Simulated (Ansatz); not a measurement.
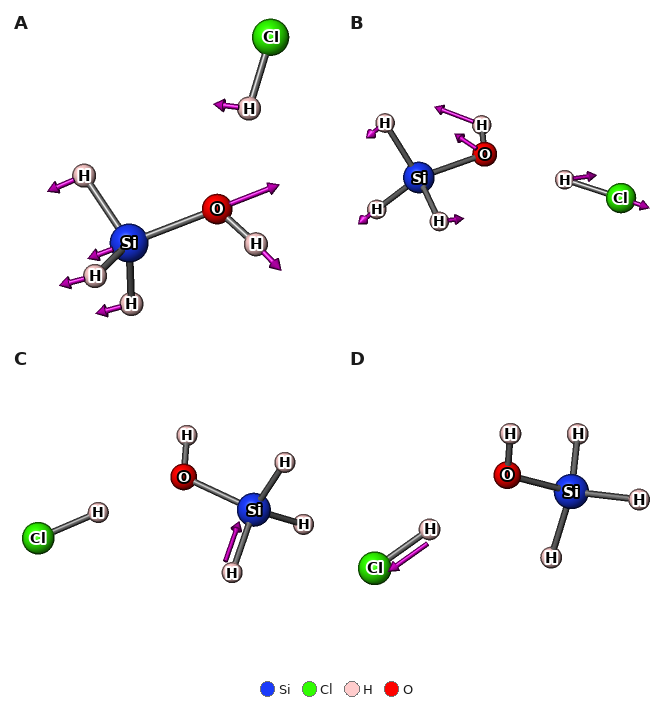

4 normal modes of one molecule or complex, as arrows. Harmonic vibrations computed with RKS PBE0-D4/def2-TZVP (Ansatz 0.2.0) at a stationary point of the same level.

Match the panels to the wavenumbers 146 cm⁻¹, 857 cm⁻¹, 2277 cm⁻¹, 2720 cm⁻¹.

A: 857 cm⁻¹, O–Si stretching
B: 146 cm⁻¹
C: 2277 cm⁻¹, Si–H stretching
D: 2720 cm⁻¹, Cl–H stretching
